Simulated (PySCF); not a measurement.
```xyz
14
charge 0, multiplicity 1
N     1.2711    0.7611    0.6402
C     0.9341   -0.5836    0.1818
C    -0.5750   -0.7817    0.1272
C    -1.2743    0.1977   -0.8088
O    -1.1780    1.5219   -0.3813
H     1.0554    0.8639    1.6310
H     2.2651    0.9506    0.5344
H     1.3958   -1.3850    0.7934
H     1.3418   -0.6995   -0.8375
H    -1.0012   -0.6677    1.1406
H    -0.7865   -1.8169   -0.1895
H    -0.8597    0.0598   -1.8335
H    -2.3453   -0.0599   -0.8755
H    -0.2435    1.6395   -0.1227
```

What structure does this define?

The molecule is C3H9NO. SMILES: `NCCCO`. It has no ring. Among its groups: alcohol, primary amine. The point group is C1. Coordination: 1 N trigonal pyramidal; 3 C tetrahedral; 1 O bent.

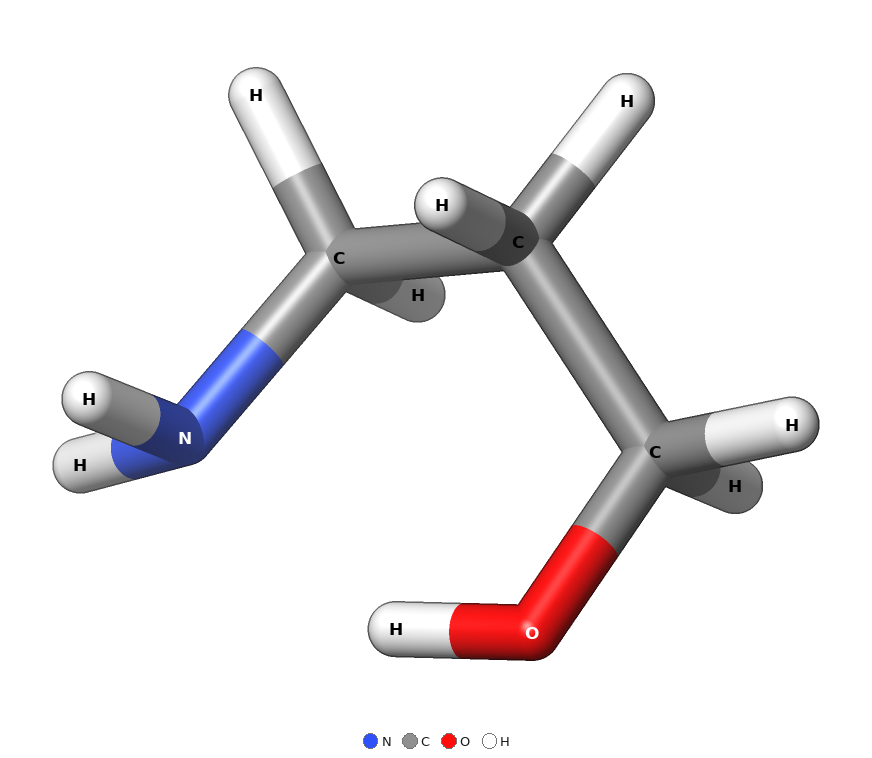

(Drawn from a calculation with PySCF.)
